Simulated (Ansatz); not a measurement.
**How Cr(110) screens a field**

Where does the screening charge of Cr(110) sit?

Main program and level: Ansatz 0.2.0; plane-wave DFT, PBE, Ansatz PAW.

### Step 1. The structure

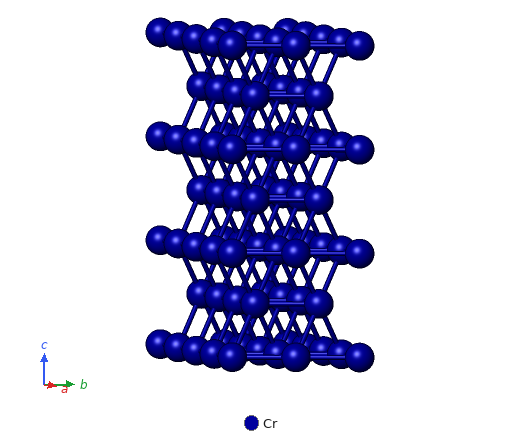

Start, viewed from the side, with the c axis up; chromium blue. 4×2×1 cells are drawn. Some periodic images of atoms are drawn too.

The cell holds 7 atoms: 7 Cr. Cell: a = 2.494 Å, b = 2.494 Å, c = 30.219 Å, α = 90.0°, β = 90.0°, γ = 70.5°. Vacuum lies along c.

### Step 2. Atoms held, field 0

A sawtooth potential applies the field, turning back in the middle of the vacuum. With the dipole correction the typed value is the field outside the slab. The induced dipole is small, so the SCF threshold is tight.

input.yaml

```yaml
crystal:
  lattice:
    - [2.0364675298, -1.44, 0.0]
    - [2.0364675298, 1.44, 0.0]
    - [0.0, 0.0, 30.2188051789]
  atoms:
    - { symbol: Cr, position: [0.0, 0.0, 0.2978277912] }
    - { symbol: Cr, position: [0.5, 0.5, 0.3652185275] }
    - { symbol: Cr, position: [0.0, 0.0, 0.4326092637] }
    - { symbol: Cr, position: [0.5, 0.5, 0.5] }
    - { symbol: Cr, position: [0.0, 0.0, 0.5673907363] }
    - { symbol: Cr, position: [0.5, 0.5, 0.6347814725] }
    - { symbol: Cr, position: [0.0, 0.0, 0.7021722088] }
kpoints:
  mp_grid: { grid: [22, 22, 1] }
hamiltonian:
  xc: pbe
scf:
  occupations: { method: fermi_dirac, width: 0.1 }
  convergence: { dr2_threshold: 1.0e-10 }
efield:
  axis: 3
  dipole_correction: true
  ramp_position: 0.97
  ramp_width: 0.06
  amplitude: 0
output:
  forces: true
  write_potential: true
  write_density: true
  volumetric_format: npy
```

On the command line:

```bash
$ ansatz run input.yaml --threads 4 --pin off --max-ram 6144MiB --backend cpu --events-out ev --progress --plain --runs-dir out
```

Numbers of over 12 decimals in the logs are rounded to 6 here.

The program printed:

```text
Engine: ansatz 0.2.0, x86_64-unknown-linux-gnu
Pseudopotentials: kind: paw
Pseudopotential: Cr, paw, valence charge 14, recommended cutoff 420 eV (normal), Cr.paw.azcp
Functional definition: PBE
  parameter kappa = 0.804
  parameter beta = 0.066725
  exchange = pbe_x(kappa = kappa, mu = beta*pi^2/3)
  correlation = pbe_c(beta = beta)
Crystal: 7 atoms, lattice volume = 177.234 Å³
Basis set: ecut = 420 eV, 3439 PW (Γ), exchange–correlation on 36×36×432 points (8 copies of the dense FFT grid, shifted against one another)
Bands: 59, of which v1, the nominal top of the filled ones, is band 49 counted from 1 (48 counted from 0)
Symmetry: 4 space group operations
k-points: 133 of 484
Non-local potential: Cr, projectors of the file, l = 0: 3, l = 1: 2, l = 2: 3, l = 3: 1
PAW form: soft (Blöchl's): semilocal exchange-correlation on the pseudo side does not see the compensation charge
PAW one-centre angular grid: Cr, 590 points (default); XC on 64 Gauss nodes
Initial density: superposition of atomic densities (neutral atoms: chi_scale 0, normalization atom), corrected by the library's trained network
Initial wavefunctions: pseudopotential atomic-orbital guess
Functional: x = pbe(κ = 0.804, μ = 0.219515), c = pbe(β = 0.066725)
SCF iter   1: F=—  HF=-23641.847528 eV  |F-HF|=—  |Δ(HF+E_count)|=         —  Δρ=1.95e-2  dr2=1.04e1  ethr=1.77e-3  p=0.000 e·Å  D=3.32e-13 V/Å  ΔV_dip=-0.00 eV  dr2_dipole=1.94e-6  V_vac-E_F(+/−)=4.28/4.28 eV  ⟨swp⟩=7.4  Hψ=72056  notcnv=0  defer=26
efield: sawtooth ramp at fractional position 0.9700 (set: `efield.ramp_position`, or a place that a band, a saddle search or an elastic batch's reference lends), width 0.0600; the density the first Hamiltonian is built on has a dipole p = 0.000 e·Å; the dipole correction subtracts the counter field D = 3.32e-13 V/Å, which shifts the + side's vacuum level by -0.00 eV against the − side's; the planar-averaged density in the ramp window peaks in size at 3.0e-5 e/Å³
automatic band count: the SCF goes on with 69 bands, as 59 were too few: the levels above may hold too much charge
preconditioner: auto → LDOS  [metal: Δε(μ)=0.008 eV  Ē_g=4.027 eV  σ=0.100 eV  W_gap=0.02  n_scr=22 (ndim 8)  ℏωp=18.1 eV  f_vac=0.483  D(μ)=6.51/eV (n_scr^D=24)  β→1.0]
SCF iter   2: F=—  HF=-23641.749705 eV  |F-HF|=—  |Δ(HF+E_count)|=   9.78e-2  Δρ=8.07e-3  dr2=6.32e-1  ethr=1.77e-3  p=-0.000 e·Å  D=-1.06e-6 V/Å  ΔV_dip=0.00 eV  dr2_dipole=1.43e-7  V_vac-E_F(+/−)=4.79/4.79 eV  ⟨swp⟩=2.0  Hψ=11878  notcnv=0  defer=54
SCF iter   3: F=—  HF=-23641.740342 eV  |F-HF|=—  |Δ(HF+E_count)|=   9.36e-3  Δρ=2.91e-3  dr2=2.51e-2  ethr=6.45e-4  p=-0.000 e·Å  D=-9.93e-7 V/Å  ΔV_dip=0.00 eV  dr2_dipole=1.55e-7  V_vac-E_F(+/−)=4.78/4.78 eV  ⟨swp⟩=2.0  Hψ=11133  notcnv=0  defer=61
SCF iter   4: F=—  HF=-23641.738718 eV  |F-HF|=—  |Δ(HF+E_count)|=   1.62e-3  Δρ=3.76e-4  dr2=1.19e-3  ethr=2.56e-5  p=-0.000 e·Å  D=-7.92e-8 V/Å  ΔV_dip=0.00 eV  dr2_dipole=3.76e-8  V_vac-E_F(+/−)=4.81/4.81 eV  ⟨swp⟩=1.6  Hψ=10722  notcnv=0  defer=61
SCF iter   5: F=—  HF=-23641.738851 eV  |F-HF|=—  |Δ(HF+E_count)|=   1.33e-4  Δρ=3.22e-4  dr2=3.65e-4  ethr=1.21e-6  p=-0.000 e·Å  D=-6.93e-7 V/Å  ΔV_dip=0.00 eV  dr2_dipole=5.07e-9  V_vac-E_F(+/−)=4.85/4.85 eV  ⟨swp⟩=2.2  Hψ=12401  notcnv=0  defer=61
SCF iter   6: F=—  HF=-23641.738830 eV  |F-HF|=—  |Δ(HF+E_count)|=   2.15e-5  Δρ=1.68e-4  dr2=5.74e-5  ethr=3.72e-7  p=-0.000 e·Å  D=-3.64e-7 V/Å  ΔV_dip=0.00 eV  dr2_dipole=1.40e-10  V_vac-E_F(+/−)=4.87/4.87 eV  ⟨swp⟩=2.0  Hψ=11627  notcnv=0  defer=61
SCF iter   7: F=—  HF=-23641.738750 eV  |F-HF|=—  |Δ(HF+E_count)|=   8.02e-5  Δρ=3.19e-5  dr2=3.65e-6  ethr=5.86e-8  p=-0.000 e·Å  D=-3.57e-7 V/Å  ΔV_dip=0.00 eV  dr2_dipole=1.67e-10  V_vac-E_F(+/−)=4.87/4.87 eV  ⟨swp⟩=2.3  Hψ=12471  notcnv=0  defer=61
SCF iter   8: F=—  HF=-23641.738932 eV  |F-HF|=—  |Δ(HF+E_count)|=   1.82e-4  Δρ=2.13e-5  dr2=1.06e-6  ethr=3.72e-9  p=-0.000 e·Å  D=-8.31e-9 V/Å  ΔV_dip=0.00 eV  dr2_dipole=2.52e-11  V_vac-E_F(+/−)=4.88/4.88 eV  ⟨swp⟩=2.6  Hψ=14219  notcnv=0  defer=52
SCF iter   9: F=—  HF=-23641.738932 eV  |F-HF|=—  |Δ(HF+E_count)|=   1.53e-8  Δρ=5.19e-6  dr2=1.01e-7  ethr=1.08e-9  p=-0.000 e·Å  D=-2.03e-8 V/Å  ΔV_dip=0.00 eV  dr2_dipole=1.28e-11  V_vac-E_F(+/−)=4.88/4.88 eV  ⟨swp⟩=2.4  Hψ=13817  notcnv=0  defer=52
SCF iter  10: F=—  HF=-23641.738932 eV  |F-HF|=—  |Δ(HF+E_count)|=   6.50e-8  Δρ=3.74e-6  dr2=2.77e-8  ethr=1.03e-10  p=-0.000 e·Å  D=-9.99e-9 V/Å  ΔV_dip=0.00 eV  dr2_dipole=1.99e-12  V_vac-E_F(+/−)=4.88/4.88 eV  ⟨swp⟩=2.7  Hψ=15250  notcnv=0  defer=52
SCF iter  11: F=—  HF=-23641.738932 eV  |F-HF|=—  |Δ(HF+E_count)|=   6.88e-9  Δρ=1.49e-6  dr2=9.64e-9  ethr=2.83e-11  p=-0.000 e·Å  D=-1.30e-9 V/Å  ΔV_dip=0.00 eV  dr2_dipole=1.72e-13  V_vac-E_F(+/−)=4.88/4.88 eV  ⟨swp⟩=2.5  Hψ=13885  notcnv=0  defer=51
SCF iter  12: F=—  HF=-23641.738932 eV  |F-HF|=—  |Δ(HF+E_count)|=   1.56e-8  Δρ=6.16e-7  dr2=1.90e-9  ethr=9.84e-12  p=-0.000 e·Å  D=-3.02e-9 V/Å  ΔV_dip=0.00 eV  dr2_dipole=1.49e-13  V_vac-E_F(+/−)=4.88/4.88 eV  ⟨swp⟩=2.1  Hψ=11155  notcnv=0  defer=51
SCF iter  13: F=-23641.738932 eV  HF=-23641.738932 eV  |F-HF|=3.53e-10  |Δ(HF+E_count)|=   8.40e-9  Δρ=1.46e-7  dr2=5.62e-11  ethr=1.00e-12  p=-0.000 e·Å  D=-3.39e-10 V/Å  ΔV_dip=0.00 eV  dr2_dipole=5.83e-16  V_vac-E_F(+/−)=4.88/4.88 eV  ⟨swp⟩=10.5  Hψ=52489  notcnv=0
SCF 1 converged in 13 iterations: F = -23641.738932 eV  dr2 = 5.62e-11
  greatest PAW one-centre occupation: 1.000 electrons in one spin orbital (limit 2), on the Cr atom at site 3 (counted from 0), in its partial waves of l = 0
WARN: The output density's exchange-correlation potential varies sharply where the density is thin. Do not read a vacuum level from v_tot or v_xc, or from such a field of the output density. On a cell that repeats whose density bears no net charge and no dipole along the vacuum's axis use v_es (v_loc + v_h of the components); under efield.dipole_correction with no amplitude use v_es + v_field, which holds any externa [...]
SCF converged after 13 iterations
Free energy (F): -23641.738932 eV
Harris-Foulkes:  -23641.738932 eV  (|F-HF|=3.53e-10)
Internal energy: -23641.509324 eV  (E = F + TS)
E sigma→0 (E₀):  -23641.624128 eV
Entropy (-TS):   -0.229608 eV (-32.801 meV/atom)
Fermi energy:    6.342858 eV
Dipole field:    D = -0.000000 V/Å  (p = -0.000000 e·Å, saw-weighted, corrected)
Work function:   Φ+ = 4.8781 eV   Φ− = 4.8781 eV
Levels:          The Fermi level and band energies are counted from a zero that moves with the ramp; work functions are not
--- Per-component energies (eV) ---
  E_band       = -2283.443179
  E_kinetic    = 2393.698288
  E_local      = -219275.249238  (includes V_loc(G=0)·N_el)
  E_nonlocal   = 550.003195
  E_hartree    = 108483.267845
  E_xc         = -975.766725
  E_vxc        = -1244.497890  (∫ρ·V_xc dr)
  E_paw        = -8363.230444  (= ΣΔE_a)
  E_vpaw       = -1673.933074  (= ΣTr[D̂ρ^β])
  E_aug_tail   = 0.002628  (compensation charges beyond the density's cutoff)
  E_efield     = 0.000000  (sawtooth field / dipole correction)
  E_vefield    = 0.000000  (∫n·V_field dr)
  E_ewald      = 93545.765129
  E_smearing   = -0.229608  (= −TS)
  E_closure    = 0.000000  (closes the sum)
  Σ components = -23641.738932   (vs F -23641.738932, Δ=0.00e0)
--- Forces (eV/Å), atoms counted from 1 ---
  atom   1  Cr     0.00000000     0.00000000     0.73326391
  atom   2  Cr     0.00000000     0.00000000    -0.46235817
  atom   3  Cr     0.00000000     0.00000000     0.02272093
  atom   4  Cr     0.00000000     0.00000000     0.00000006
  atom   5  Cr     0.00000000     0.00000000    -0.02272089
  atom   6  Cr     0.00000000     0.00000000     0.46235806
  atom   7  Cr     0.00000000     0.00000000    -0.73326394
  max |Σ_I F_I| component: 4.11e-8 eV/Å
--- Band table (eV; the first three rows and the last of 133) ---
  k-point 0: bands = [... 45 lower, 5.4396, 5.4694, 5.5954, 5.9137, 5.9557, 6.5204, 6.6418, 7.1375, ... 16 higher]
  k-point 1: bands = [... 45 lower, 5.4221, 5.4964, 5.6340, 5.8270, 6.0045, 6.4985, 6.5743, 6.8853, ... 16 higher]
  k-point 2: bands = [... 45 lower, 5.3736, 5.5825, 5.6137, 5.7599, 6.0835, 6.2543, 6.4238, 6.7394, ... 16 higher]
  k-point 132: bands = [... 45 lower, 6.7581, 6.8135, 6.9696, 7.0592, 7.0660, 7.2987, 7.3851, 7.8266, ... 16 higher]
```

Elapsed: 69 s, on 4 threads of Intel Xeon Platinum 8175M at 2.50GHz (Skylake/Cascade Lake), shared host; peak memory 1.5 GiB; 4 min of CPU time.

This run has no spin polarisation, although Cr can carry a moment.

Numbers from this step:

```yaml
energy_at_zero_smearing: -23641.6241 eV
work_function_upper_face: 4.878 eV
dipole_along_the_normal: -3.41e-8 e·Å
```

Running mean over 2.036 Å of the planar mean; the ramp of the sawtooth is left out. Table of electron's electrostatic potential energy less the Fermi level by z:

| z (Å) | electron's electrostatic potential energy less the Fermi level (eV) |
| --- | --- |
| 4 | 4.88 |
| 5 | 4.87 |
| 6 | 4.78 |
| 7 | 3.82 |
| 8 | -3.33 |
| 9 | -9.54 |
| 10 | -9.79 |
| 11 | -9.89 |
| 12 | -9.89 |
| 13 | -9.86 |
| 14 | -9.84 |
| 15 | -9.84 |
| 16 | -9.84 |
| 17 | -9.86 |
| 18 | -9.88 |
| 19 | -9.90 |
| 20 | -9.83 |
| 21 | -9.69 |
| 22 | -5.48 |
| 23 | 3.07 |
| 24 | 4.71 |
| 25 | 4.86 |
| 26 | 4.88 |
| 27 | 4.88 |

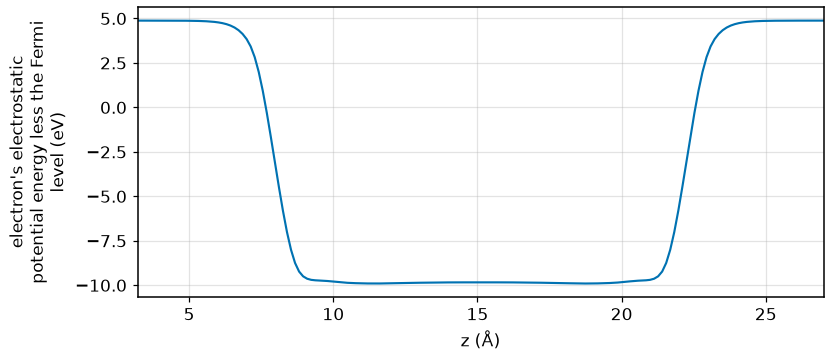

Electron's electrostatic potential energy less the Fermi level, plotted against z.

Force by atom:

| atom | x (eV/Å) | y (eV/Å) | z (eV/Å) | size |
| --- | --- | --- | --- | --- |
| Cr1 | 0.000 | 0.000 | 0.733 | 0.733 |
| Cr2 | 0.000 | 0.000 | -0.462 | 0.462 |
| Cr3 | 0.000 | 0.000 | 0.023 | 0.023 |
| Cr4 | 0.000 | 0.000 | 0.000 | 0.000 |
| Cr5 | 0.000 | 0.000 | -0.023 | 0.023 |
| Cr6 | 0.000 | 0.000 | 0.462 | 0.462 |
| Cr7 | 0.000 | 0.000 | -0.733 | 0.733 |

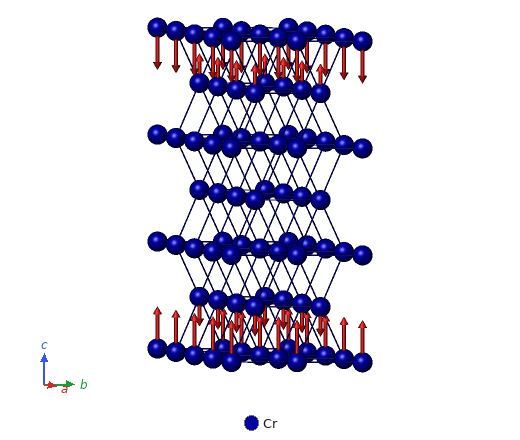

Force as arrows, the longest 0.733 eV/Å. 4×2×1 cells are drawn. Some periodic images of atoms are drawn too.

The work function of the upper face is 4.88 eV.

### Step 3. Single point, field 0.05 V/Å

Edit input.yaml of step 2 so:

```diff
@@ -25,3 +25,3 @@
   ramp_width: 0.06
-  amplitude: 0
+  amplitude: 0.05
 output:
```

The program printed:

```text
[...]
Crystal: 7 atoms, lattice volume = 177.234 Å³
Basis set: ecut = 420 eV, 3439 PW (Γ), exchange–correlation on 36×36×432 points (8 copies of the dense FFT grid, shifted against one another)
Bands: 59, of which v1, the nominal top of the filled ones, is band 49 counted from 1 (48 counted from 0)
Symmetry: 4 space group operations
k-points: 133 of 484
[...]
k-point 0: bands = [... 45 lower, 5.4395, 5.4692, 5.5953, 5.9135, 5.9556, 6.5203, 6.6417, 7.1374, ... 16 higher]
  k-point 1: bands = [... 45 lower, 5.4219, 5.4963, 5.6339, 5.8269, 6.0044, 6.4984, 6.5742, 6.8852, ... 16 higher]
  k-point 2: bands = [... 45 lower, 5.3735, 5.5823, 5.6136, 5.7597, 6.0834, 6.2541, 6.4237, 6.7393, ... 16 higher]
  k-point 132: bands = [... 45 lower, 6.7580, 6.8133, 6.9695, 7.0591, 7.0658, 7.2986, 7.3849, 7.8264, ... 16 higher]
[key lines of the parts left out:]
SCF converged after 16 iterations
Free energy (F): -23641.739584 eV
Fermi energy:    6.342727 eV
Dipole field:    D = 0.026623 V/Å  (p = 0.026076 e·Å, saw-weighted, corrected)
```

The job ended after 72 s (4 threads; peak memory 1.5 GiB; 4.7 min of CPU time).

The dipole is 0.0261 e·Å.

### Step 4. Single point, field -0.05 V/Å

Edit input.yaml of step 3 so:

```diff
@@ -25,3 +25,3 @@
   ramp_width: 0.06
-  amplitude: 0.05
+  amplitude: -0.05
 output:
```

The program printed:

```text
[...]
Crystal: 7 atoms, lattice volume = 177.234 Å³
Basis set: ecut = 420 eV, 3439 PW (Γ), exchange–correlation on 36×36×432 points (8 copies of the dense FFT grid, shifted against one another)
Bands: 59, of which v1, the nominal top of the filled ones, is band 49 counted from 1 (48 counted from 0)
Symmetry: 4 space group operations
k-points: 133 of 484
[...]
k-point 0: bands = [... 45 lower, 5.4395, 5.4692, 5.5953, 5.9135, 5.9556, 6.5203, 6.6417, 7.1374, ... 16 higher]
  k-point 1: bands = [... 45 lower, 5.4219, 5.4963, 5.6339, 5.8269, 6.0044, 6.4984, 6.5742, 6.8852, ... 16 higher]
  k-point 2: bands = [... 45 lower, 5.3735, 5.5823, 5.6136, 5.7597, 6.0834, 6.2541, 6.4237, 6.7393, ... 16 higher]
  k-point 132: bands = [... 45 lower, 6.7580, 6.8133, 6.9695, 7.0591, 7.0658, 7.2986, 7.3849, 7.8264, ... 16 higher]
[key lines of the parts left out:]
SCF converged after 16 iterations
Free energy (F): -23641.739584 eV
Fermi energy:    6.342727 eV
Dipole field:    D = -0.026623 V/Å  (p = -0.026076 e·Å, saw-weighted, corrected)
```

The job ended after 72 s (4 threads; peak memory 1.4 GiB; 4.7 min of CPU time).

The dipole is -0.0261 e·Å.

### Step 5. Single point, field 0.1 V/Å

Edit input.yaml of step 4 so:

```diff
@@ -25,3 +25,3 @@
   ramp_width: 0.06
-  amplitude: -0.05
+  amplitude: 0.1
 output:
```

The program printed:

```text
[...]
Crystal: 7 atoms, lattice volume = 177.234 Å³
Basis set: ecut = 420 eV, 3439 PW (Γ), exchange–correlation on 36×36×432 points (8 copies of the dense FFT grid, shifted against one another)
Bands: 59, of which v1, the nominal top of the filled ones, is band 49 counted from 1 (48 counted from 0)
Symmetry: 4 space group operations
k-points: 133 of 484
[...]
k-point 0: bands = [... 45 lower, 5.4391, 5.4689, 5.5949, 5.9131, 5.9552, 6.5199, 6.6412, 7.1370, ... 16 higher]
  k-point 1: bands = [... 45 lower, 5.4215, 5.4959, 5.6335, 5.8264, 6.0040, 6.4979, 6.5738, 6.8850, ... 16 higher]
  k-point 2: bands = [... 45 lower, 5.3731, 5.5818, 5.6132, 5.7593, 6.0830, 6.2535, 6.4236, 6.7389, ... 16 higher]
  k-point 132: bands = [... 45 lower, 6.7576, 6.8130, 6.9691, 7.0587, 7.0654, 7.2982, 7.3846, 7.8260, ... 16 higher]
[key lines of the parts left out:]
SCF converged after 16 iterations
Free energy (F): -23641.741540 eV
Fermi energy:    6.342341 eV
Dipole field:    D = 0.053246 V/Å  (p = 0.052152 e·Å, saw-weighted, corrected)
```

Run time: 72 s. Hardware: 4 threads; peak memory 1.5 GiB; 4.7 min of CPU time.

The dipole is 0.0522 e·Å.

### Step 6. Atoms held, field -0.1 V/Å

Edit input.yaml of step 5 so:

```diff
@@ -25,3 +25,3 @@
   ramp_width: 0.06
-  amplitude: 0.1
+  amplitude: -0.1
 output:
```

The program printed:

```text
[...]
Crystal: 7 atoms, lattice volume = 177.234 Å³
Basis set: ecut = 420 eV, 3439 PW (Γ), exchange–correlation on 36×36×432 points (8 copies of the dense FFT grid, shifted against one another)
Bands: 59, of which v1, the nominal top of the filled ones, is band 49 counted from 1 (48 counted from 0)
Symmetry: 4 space group operations
k-points: 133 of 484
[...]
k-point 0: bands = [... 45 lower, 5.4391, 5.4689, 5.5949, 5.9131, 5.9552, 6.5199, 6.6412, 7.1370, ... 16 higher]
  k-point 1: bands = [... 45 lower, 5.4215, 5.4959, 5.6335, 5.8264, 6.0040, 6.4979, 6.5738, 6.8850, ... 16 higher]
  k-point 2: bands = [... 45 lower, 5.3731, 5.5818, 5.6132, 5.7593, 6.0830, 6.2535, 6.4236, 6.7389, ... 16 higher]
  k-point 132: bands = [... 45 lower, 6.7576, 6.8130, 6.9691, 7.0587, 7.0654, 7.2982, 7.3846, 7.8260, ... 16 higher]
[key lines of the parts left out:]
SCF converged after 16 iterations
Free energy (F): -23641.741540 eV
Fermi energy:    6.342340 eV
Dipole field:    D = -0.053246 V/Å  (p = -0.052152 e·Å, saw-weighted, corrected)
```

Run time: 72 s. Hardware: 4 threads; peak memory 1.5 GiB.

The dipole is -0.0522 e·Å.

### Step 7. Atoms held, field 0.2 V/Å

Edit input.yaml of step 6 so:

```diff
@@ -25,3 +25,3 @@
   ramp_width: 0.06
-  amplitude: -0.1
+  amplitude: 0.2
 output:
```

The program printed:

```text
[...]
Crystal: 7 atoms, lattice volume = 177.234 Å³
Basis set: ecut = 420 eV, 3439 PW (Γ), exchange–correlation on 36×36×432 points (8 copies of the dense FFT grid, shifted against one another)
Bands: 59, of which v1, the nominal top of the filled ones, is band 49 counted from 1 (48 counted from 0)
Symmetry: 4 space group operations
k-points: 133 of 484
[...]
k-point 0: bands = [... 45 lower, 5.4377, 5.4673, 5.5934, 5.9113, 5.9536, 6.5184, 6.6394, 7.1355, ... 16 higher]
  k-point 1: bands = [... 45 lower, 5.4200, 5.4943, 5.6319, 5.8246, 6.0025, 6.4959, 6.5723, 6.8840, ... 16 higher]
  k-point 2: bands = [... 45 lower, 5.3715, 5.5800, 5.6118, 5.7576, 6.0814, 6.2511, 6.4229, 6.7375, ... 16 higher]
  k-point 132: bands = [... 45 lower, 6.7560, 6.8114, 6.9675, 7.0572, 7.0639, 7.2967, 7.3830, 7.8245, ... 16 higher]
[key lines of the parts left out:]
SCF converged after 16 iterations
Free energy (F): -23641.749363 eV
Fermi energy:    6.340788 eV
Dipole field:    D = 0.106505 V/Å  (p = 0.104317 e·Å, saw-weighted, corrected)
```

It took 72 s on 4 threads; peak memory 1.5 GiB; 4.7 min of CPU time.

The dipole is 0.104 e·Å.

### Step 8. Atoms held, field -0.2 V/Å

Edit input.yaml of step 7 so:

```diff
@@ -25,3 +25,3 @@
   ramp_width: 0.06
-  amplitude: 0.2
+  amplitude: -0.2
 output:
```

The program printed:

```text
[...]
Crystal: 7 atoms, lattice volume = 177.234 Å³
Basis set: ecut = 420 eV, 3439 PW (Γ), exchange–correlation on 36×36×432 points (8 copies of the dense FFT grid, shifted against one another)
Bands: 59, of which v1, the nominal top of the filled ones, is band 49 counted from 1 (48 counted from 0)
Symmetry: 4 space group operations
k-points: 133 of 484
[...]
k-point 0: bands = [... 45 lower, 5.4377, 5.4673, 5.5934, 5.9113, 5.9536, 6.5184, 6.6394, 7.1355, ... 16 higher]
  k-point 1: bands = [... 45 lower, 5.4200, 5.4943, 5.6319, 5.8246, 6.0025, 6.4959, 6.5723, 6.8840, ... 16 higher]
  k-point 2: bands = [... 45 lower, 5.3715, 5.5800, 5.6118, 5.7576, 6.0814, 6.2511, 6.4229, 6.7375, ... 16 higher]
  k-point 132: bands = [... 45 lower, 6.7560, 6.8114, 6.9675, 7.0572, 7.0639, 7.2967, 7.3830, 7.8245, ... 16 higher]
[key lines of the parts left out:]
SCF converged after 16 iterations
Free energy (F): -23641.749363 eV
Fermi energy:    6.340788 eV
Dipole field:    D = -0.106504 V/Å  (p = -0.104316 e·Å, saw-weighted, corrected)
```

Wall time 74 s (4 threads); peak memory 1.5 GiB; 4.8 min of CPU time.

The dipole is -0.104 e·Å.

(Continued in part 2 of 2.)

[Logs are printed without paths, hosts, clocks, repeated set-up lines and the standing remarks that a program may print on its own settings, such as how far it seeks lower states.]

[Hosts, paths, dates, database ids (printed as entryN), source tags and the programs' standing remarks are cut or masked in the printed files.]

[Maps of the electrostatic potential energy from Ansatz leave out the sawtooth potential of an applied field or a dipole correction, so their vacuum need not be flat; planar profiles and work functions include it.]
